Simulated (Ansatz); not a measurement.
Input

```
crystal:
  periodic: [false, false, false]
  atoms:
    - { symbol: Si, position_ang: [-0.942171, 0.242832, 0.617073] }
    - { symbol: C, position_ang: [0.223999, -1.235917, 0.543924] }
    - { symbol: H, position_ang: [-1.822284, 0.189928, -0.622835] }
    - { symbol: H, position_ang: [-1.821657, 0.076152, 1.828369] }
    - { symbol: O, position_ang: [-0.168564, 1.719384, 0.78595] }
    - { symbol: H, position_ang: [1.257809, 0.118609, -1.109498] }
    - { symbol: O, position_ang: [1.126256, 0.985296, -1.53407] }
    - { symbol: H, position_ang: [1.034052, -1.157711, 1.298412] }
    - { symbol: H, position_ang: [-0.348804, -2.156314, 0.786249] }
    - { symbol: H, position_ang: [0.682197, -1.445255, -0.451719] }
    - { symbol: H, position_ang: [0.402899, 1.846884, -0.007581] }
    - { symbol: H, position_ang: [0.376268, 0.816211, -2.134274] }
basis:
  gaussian: { orbitals: def2-SVP }
hamiltonian:
  xc: pbe
  dispersion: d4
relax:
  f_tol: 0.03
  max_steps: 50
output:
  orbitals: {}
```

Launched as:

```sh
ansatz run input.yaml --threads 2 --pin off --max-ram 3072MiB --backend cpu --events-out ev --progress --plain --runs-dir out
```

The fields are those of the run's last geometry, not of the input's.

Theory: RKS PBE-D4/def2-SVP in Ansatz.

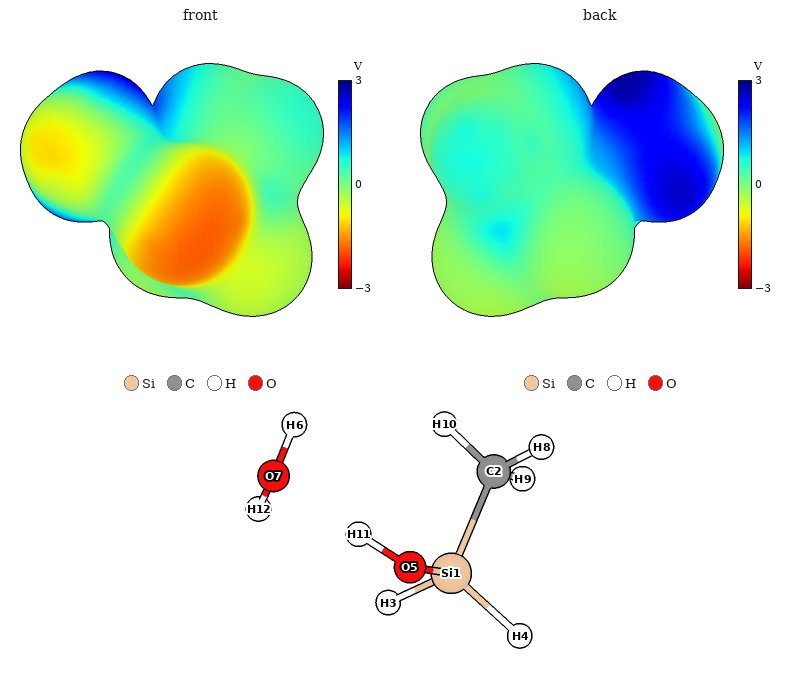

CH₆OSi···H₂O. The electrostatic potential painted on the density surface at 0.002 e/bohr³, seen from the front and from behind; red is negative and blue positive. The bare structure is drawn below in the same view.

### Where is the surface potential most negative and most positive?

The most negative region (about −1.9 V) lies over O5, the most positive (about +2.8 V) over H6. O5 is the likeliest acceptor of a hydrogen bond.
